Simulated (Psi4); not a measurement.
# doublet [HSClO2]−: levels of theory compared

Aim: a comparison of 4 runs (U-revPBE/6-311+G**, UBLYP/6-311+G**, UM06-L/6-311+G**, UTPSS/6-311+G**) of doublet [HSClO2]−. 

The results are computed with Psi4 1.11.

1 further run of the same task is left out (set aside as unsound or not needed).

### Step 1. The molecule

The species is [HSClO2]− (5 atoms), meant as a doublet with charge -1. SMILES of the parent species: `O=[SH](=O)Cl`. Geometry: relaxed at GFN2-xTB. That shape belongs to the parent species and isn't relaxed for this state.

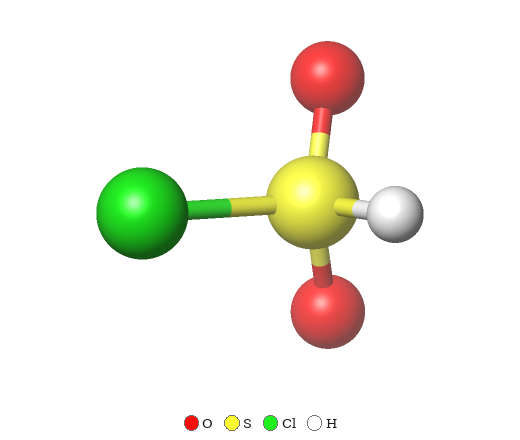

Viewed from a chosen angle; oxygen red, sulfur yellow, chlorine green, hydrogen white.

### Step 2. Energy and gradient at U-revPBE/6-311+G(d,p) (run 1)

run.py

```python
import numpy as np
from ase.calculators.psi4 import Psi4
from ase import Atoms

atoms = Atoms(['O', 'S', 'O', 'Cl', 'H'], positions=[
    [0.148470, -1.060370, 1.066830],
    [0.154100, -0.104110, 0.017010],
    [0.880580, -0.334830, -1.181260],
    [-1.770220, 0.385150, -0.453590],
    [0.587070, 1.114160, 0.551020],
])
calc = Psi4(atoms=atoms, method='revpbe', basis='6-311+G**', memory='1600MB', num_threads=1, charge=-1, multiplicity=2, label='clho2s', reference='uks')
calc.psi4.set_options({'puream': True, 'e_convergence': 1e-09, 'd_convergence': 1e-08, 'scf_type': 'pk', 'dft_radial_points': 99, 'dft_spherical_points': 590, 'maxiter': 200})
atoms.calc = calc

forces = atoms.get_forces()
print(f'energy: {atoms.get_potential_energy():.6f} eV')
print('forces / eV A^-1')
print(np.round(forces, 5))
```

On the command line:

```sh
$ python run.py
```

clho2s.dat:

```text
[...]
  Running in c1 symmetry.
[...]
  Nuclear repulsion =  243.413549884226597
[...]
  Multiplicity = 2
[...]
  Nalpha       = 26
  Nbeta        = 25
[...]
    Number of basis functions: 110
[...]
   @UKS iter   1: -1008.78651057030061    8.27777e-01   1.01188e-02 ADIIS/DIIS
[...]
   @UKS iter  15: -1009.23725691739492   -4.09273e-12   3.08015e-09 DIIS
[...]
   @S^2 Observed:                7.516217663E-01
[...]
  @UKS Final Energy: -1009.23725691739492
   => Energetics <=
    Nuclear Repulsion Energy =            243.4135498842265974
    One-Electron Energy =               -1886.4756929355667125
    Two-Electron Energy =                 705.4999089948098572
    DFT Exchange-Correlation Energy =     -71.6750228608645443
    Empirical Dispersion Energy =           0.0000000000000000
    VV10 Nonlocal Energy =                  0.0000000000000000
    Total Energy =                      -1009.2372569173949159
[...]
 Multipole Moments:
 ------------------------------------------------------------------------------------
     Multipole            Electronic (a.u.)      Nuclear  (a.u.)        Total (a.u.)
 ------------------------------------------------------------------------------------
 L = 1.  Multiply by 2.5417464519 to convert [e a0] to [Debye]
 Dipole X            :         -2.2833423            2.2030738           -0.0802685
 Dipole Y            :         -0.8754122            0.6888796           -0.1865326
 Dipole Z            :         -1.0266035            0.9413303           -0.0852732
 Magnitude           :                                                    0.2202475
[...]
  -Total Gradient:
     Atom            X                  Y                   Z
    ------   -----------------  -----------------  -----------------
       1       -0.009084257608     0.073615656477    -0.069922393826
       2       -0.019815236888    -0.055645903972    -0.024281933447
       3       -0.057859555618     0.025206179414     0.079826667545
       4        0.106528108223    -0.021623122601     0.027773933643
       5       -0.019710481194    -0.021549162472    -0.013377847532
[...]
```

The script printed:

```text
energy: -27462.744588 eV
forces / eV A^-1
[[ 0.46713 -3.78547  3.59555]
 [ 1.01894  2.86143  1.24863]
 [ 2.97526 -1.29615 -4.10485]
 [-5.4779   1.11191 -1.42819]
 [ 1.01355  1.1081   0.68792]]
```

Wall time 19 s (1 thread of AMD EPYC 9R45 (Zen 5), shared host); peak memory 0.54 GiB.

### Step 3. The energy at UBLYP/6-311+G(d,p) (run 2)

calc.in

```
memory 1600 mb

molecule {
  -1 2
  O      0.148470    -1.060370     1.066830
  S      0.154100    -0.104110     0.017010
  O      0.880580    -0.334830    -1.181260
  Cl    -1.770220     0.385150    -0.453590
  H      0.587070     1.114160     0.551020
  symmetry c1
  no_reorient
  no_com
}

set globals {
  basis 6-311+G**
  reference uks
  puream true
  e_convergence 1e-09
  d_convergence 1e-08
  scf_type pk
  dft_radial_points 99
  dft_spherical_points 590
  maxiter 200
}

energy('blyp')
```

On the command line:

```sh
$ psi4 -i calc.in -o calc.out -n 1
```

calc.out:

```text
[...]
  Running in c1 symmetry.
[...]
  Nuclear repulsion =  243.413549884226541
[...]
  Multiplicity = 2
[...]
  Nalpha       = 26
  Nbeta        = 25
[...]
    Number of basis functions: 110
[...]
   @UKS iter   1: -1008.90703338782168    8.81898e-01   1.09409e-02 ADIIS/DIIS
[...]
   @UKS iter  15: -1009.41944630127000   -5.57066e-12   2.51908e-09 DIIS
[...]
   @S^2 Observed:                7.512141998E-01
[...]
    Orbital Energies [Eh]
    ---------------------
    Alpha Occupied:
       1A   -100.558127     2A    -88.077387     3A    -18.595934
       4A    -18.595867     5A     -8.988217     6A     -7.642849
       7A     -6.821330     8A     -6.812962     9A     -6.812428
      10A     -5.670142    11A     -5.669757    12A     -5.667619
      13A     -0.870510    14A     -0.768866    15A     -0.586468
      16A     -0.410717    17A     -0.300380    18A     -0.267059
      19A     -0.239702    20A     -0.141431    21A     -0.139927
      22A     -0.119117    23A     -0.107427    24A     -0.105952
      25A     -0.082861    26A      0.089613
    Alpha Virtual:
[...]
  @UKS Final Energy: -1009.41944630127000
   => Energetics <=
    Nuclear Repulsion Energy =            243.4135498842265406
    One-Electron Energy =               -1886.4977585995488880
    Two-Electron Energy =                 705.5287977826606038
    DFT Exchange-Correlation Energy =     -71.8640353686082705
    Empirical Dispersion Energy =           0.0000000000000000
    VV10 Nonlocal Energy =                  0.0000000000000000
    Total Energy =                      -1009.4194463012699998
[...]
 Multipole Moments:
 ------------------------------------------------------------------------------------
     Multipole            Electronic (a.u.)      Nuclear  (a.u.)        Total (a.u.)
 ------------------------------------------------------------------------------------
 L = 1.  Multiply by 2.5417464519 to convert [e a0] to [Debye]
 Dipole X            :         36.2533018          -35.5432351            0.7100668
 Dipole Y            :          9.8356255           -9.7616638            0.0739618
 Dipole Z            :         15.0027048          -14.7460810            0.2566238
 Magnitude           :                                                    0.7586310
[...]
```

It took 14 s on 1 thread of AMD EPYC 9R45 (Zen 5), shared host; peak memory 0.53 GiB.

Run 3 isn't shown in full; the table further down has it.

### Step 4. Energy and gradient at UTPSS/6-311+G(d,p) (run 4)

clho2s.xyz

```xyz
5
ClHO2S
O      0.148470    -1.060370     1.066830
S      0.154100    -0.104110     0.017010
O      0.880580    -0.334830    -1.181260
Cl    -1.770220     0.385150    -0.453590
H      0.587070     1.114160     0.551020
```

clho2s.py

```python
import psi4

psi4.set_memory('1600 MB')
psi4.set_num_threads(1)
psi4.set_output_file('output.dat', False)

with open('clho2s.xyz') as f:
    atoms = ''.join(f.readlines()[2:])
mol = psi4.geometry('-1 2\n' + atoms + 'symmetry c1\nno_reorient\nno_com')

psi4.set_options({
    'basis': '6-311+G**',
    'reference': 'uks',
    'puream': True,
    'e_convergence': 1e-09,
    'd_convergence': 1e-08,
    'scf_type': 'pk',
    'dft_radial_points': 99,
    'dft_spherical_points': 590,
    'maxiter': 200,
})

result, w = psi4.gradient('TPSS', molecule=mol, return_wfn=True)
psi4.oeprop(w, 'MULLIKEN_CHARGES', 'DIPOLE', 'WIBERG_LOWDIN_INDICES')
print('gradient / Eh bohr^-1')
print(result.np.round(6))
print(f'energy = {w.energy():.10f} Eh')
for k, v in sorted(psi4.core.scalar_variables().items()):
    print(f'{k:45s} {v:18.10f}')
```

On the command line:

```sh
$ python clho2s.py
```

output.dat:

```text
[...]
  Running in c1 symmetry.
[...]
  Nuclear repulsion =  243.413549884226541
[...]
  Multiplicity = 2
[...]
  Nalpha       = 26
  Nbeta        = 25
[...]
    Number of basis functions: 110
[...]
   @UKS iter   1: -1009.04930614653392    8.07099e-01   1.01315e-02 DIIS/ADIIS
[...]
   @UKS iter  16: -1009.49579539617480   -1.25056e-12   2.61641e-09 DIIS
[...]
   @S^2 Observed:                7.525958809E-01
[...]
  @UKS Final Energy: -1009.49579539617480
   => Energetics <=
    Nuclear Repulsion Energy =            243.4135498842265406
    One-Electron Energy =               -1886.7323871596759091
    Two-Electron Energy =                 705.7804355886055419
    DFT Exchange-Correlation Energy =     -71.9573937093309439
    Empirical Dispersion Energy =           0.0000000000000000
    VV10 Nonlocal Energy =                  0.0000000000000000
    Total Energy =                      -1009.4957953961747990
[...]
  -Total Gradient:
     Atom            X                  Y                   Z
    ------   -----------------  -----------------  -----------------
       1       -0.010000750043     0.068771295745    -0.064944967966
       2       -0.025432611820    -0.051361661919    -0.024740341802
       3       -0.055085218891     0.024004943340     0.073502077524
       4        0.110462902010    -0.022486737512     0.028787403399
       5       -0.019878166461    -0.018918865555    -0.012581714308
[...]
 Multipole Moments:
 ------------------------------------------------------------------------------------
     Multipole            Electronic (a.u.)      Nuclear  (a.u.)        Total (a.u.)
 ------------------------------------------------------------------------------------
 L = 1.  Multiply by 2.5417464519 to convert [e a0] to [Debye]
 Dipole X            :         36.2590541          -35.5432351            0.7158190
 Dipole Y            :          9.8519837           -9.7616638            0.0903199
 Dipole Z            :         15.0098798          -14.7460810            0.2637988
 Magnitude           :                                                    0.7682085
[...]
  Mulliken Charges: (a.u.)
   Center  Symbol    Alpha    Beta     Spin     Total
       1     O     4.17688  4.15288  0.02400 -0.32975
       2     S     8.03683  7.75918  0.27765  0.20398
       3     O     4.17676  4.15312  0.02364 -0.32989
       4    CL     8.88632  8.48704  0.39928 -0.37336
       5     H     0.72320  0.44777  0.27543 -0.17098
   Total alpha = 26.00000, Total beta = 25.00000, Total charge = -1.00000
  Wiberg Bond Indices using Orthogonal Lowdin Orbitals:
  Total Bond Index:
[...]
```

Standard output:

```text
gradient / Eh bohr^-1
[[-0.010001  0.068771 -0.064945]
 [-0.025433 -0.051362 -0.02474 ]
 [-0.055085  0.024005  0.073502]
 [ 0.110463 -0.022487  0.028787]
 [-0.019878 -0.018919 -0.012582]]
energy = -1009.4957953962 Eh
CURRENT ENERGY                                  -1009.4957953962
CURRENT REFERENCE ENERGY                        -1009.4957953962
DD SOLVATION ENERGY                                 0.0000000000
DFT FUNCTIONAL TOTAL ENERGY                     -1009.4957953962
DFT TOTAL ENERGY                                -1009.4957953962
DFT VV10 ENERGY                                     0.0000000000
DFT XC ENERGY                                     -71.9573937093
GRID ELECTRONS ALPHA                               25.9999999203
GRID ELECTRONS BETA                                24.9999999111
GRID ELECTRONS TOTAL                               50.9999998314
NUCLEAR REPULSION ENERGY                          243.4135498842
ONE-ELECTRON ENERGY                             -1886.7323871597
PCM POLARIZATION ENERGY                             0.0000000000
PE ENERGY                                           0.0000000000
SCF ITERATION ENERGY                            -1009.4957953962
SCF ITERATIONS                                     16.0000000000
SCF TOTAL ENERGY                                -1009.4957953962
TWO-ELECTRON ENERGY                               705.7804355886
XC GRID RADIAL POINTS                              99.0000000000
XC GRID SPHERICAL POINTS                          590.0000000000
XC GRID TOTAL POINTS                           281643.0000000000
```

It took 46 s on 1 thread of AMD EPYC 9R45 (Zen 5), shared host; peak memory 0.53 GiB.

### Step 5. All runs side by side

```tsv
run	level	task	energy (Eh)	HOMO energy (eV)	LUMO energy (eV)	⟨S²⟩	wall time
1	U-revPBE/6-311+G**	gradient	-1009.237257	2.42	3.16	0.752	19 s
2	UBLYP/6-311+G**	energy	-1009.419446	2.44	3.06	0.751	14 s
3	UM06-L/6-311+G**	energy	-1009.399231	2.66	3.46	0.752	36 s
4	UTPSS/6-311+G**	gradient	-1009.495795	2.42	3.29	0.753	46 s
```

### Step 6. Results

| quantity | value |
| --- | --- |
| run 4: total energy | -1009.49580 Eh |
| run 4: HOMO energy (highest over α and β) | 2.42 eV |
| run 4: LUMO energy (lowest over α and β) | 3.29 eV |
| run 4: ⟨S²⟩ | 0.753 |
| run 4: largest force on an atom | 5.983 eV/Å |

In words: Totals of different functionals can't be ranked against each other. In runs 1, 2, 3, 4 the HOMO lies above zero, so the outermost electron may be held by the basis alone. All runs together took 1.9 min, the longest 46 s.
